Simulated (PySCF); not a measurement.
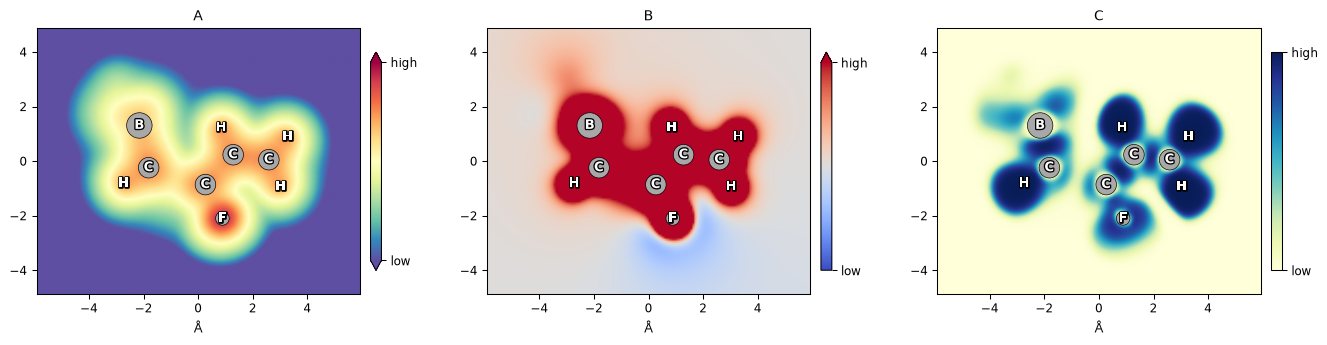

C$_{6}$H$_{12}$B$_{2}$FN: 3 fields on the plane of atoms C6, C8 and C9, with unlabelled colour scales. Grey discs cover the atomic cores.

Geometry: GFN2-xTB.

Level of theory: PBE0/pcSseg-1, SCF density, gas phase, non-relativistic (PySCF 2.14.0).

The panels show electron density, electron localisation function and electrostatic potential in some order. Assign them.

Answer. Panel A: electron density. Panel B: electrostatic potential (strongly positive close to the atoms, with negative regions outside electron-rich atoms). Panel C: electron localisation function. From the grid: C–C (1.32 Å): ρ at the midpoint is about 2.3 e/Å³; the ELF peaks at about 0.95 between the atoms; a multiple bond. C–F (1.39 Å): ρ is about 2 e/Å³ halfway, with its minimum of 1.6 e/Å³ about 0.5 Å from C; the ELF peaks at about 0.85 between the atoms; a polar covalent bond.
